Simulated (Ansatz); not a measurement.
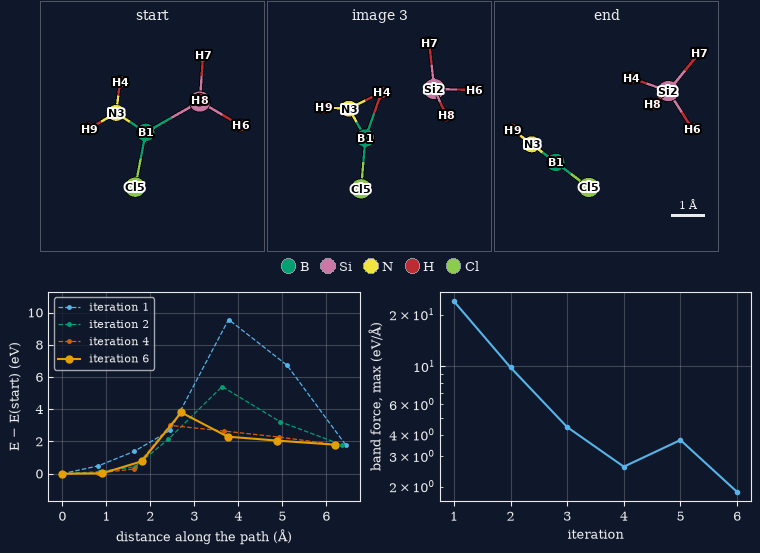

NEB run on BSiNH5Cl. Images are numbered from 0 (start) to 6 (end). The plot follows the band through its iterations. Style: ball-and-stick. Shown at a tilt.

These are results of Ansatz 0.2.0, RKS PBE0/def2-SVP, not measurements. Set-up: 5 movable images; climbing image; force threshold 0.05 eV/Å; iteration limit 6; starting path through a guess of the saddle point.

**Did the band converge, and can the barrier be trusted?**

The result isn't final. The band hadn't converged when the run stopped after 6 iterations. The largest component of the band force went from 24 to 1.9 eV/Å. The barrier read from it is provisional: over the last two iterations the highest image moved from 3.00 eV to 3.80 eV. The iteration limit was low. The first iteration put the highest image at 9.57 eV. The energy climbs by 3.80 eV to image 3 and then falls by 2.00 eV, so the end point sits at +1.80 eV.

The run took 48 s on 2 threads of Intel(R) Xeon(R) Platinum 8488C (Sapphire Rapids), on a shared host, peak memory 0.2 GiB.
